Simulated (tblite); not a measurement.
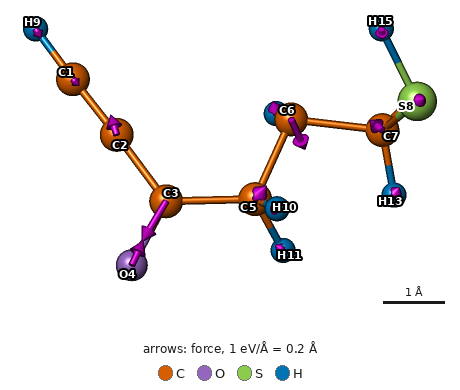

Starting geometry of C6H7OS (multiplicity 2) with the computed forces as purple arrows. The picture is a ball-and-stick view, seen face on.

These are results of GFN2-xTB geometry optimisation, gas phase in tblite 0.8.0, not measurements. 

What follows when this structure is relaxed?

It isn't relaxed: the largest force vector, on a C atom, is 4.14 eV/Å. The final displacements have little in common with the starting forces (cosine between the two patterns 0.16). Over 216 geometry steps the energy falls by 152.4 kJ/mol. The O atom moves most after the best rigid fit: 2.18 Å. By element the largest moves are O 2.18 Å, H 1.84 Å, S 1.07 Å, C 0.89 Å. Some distances before and after: C–S 1.802 → 1.884 Å, C–C 1.527 → 1.451 Å, C–C 1.476 → 1.542 Å, H–S 1.395 → 1.332 Å. Bond angles that change, for instance: C–C–C 114.6° → 91.4°, C–C–C 106.0° → 120.7°, C–C–H 105.3° → 119.3°. Groups turn about C–C by about 85°. Cost: 1.5 s on 1 thread of Arm Neoverse V1, on a shared host.
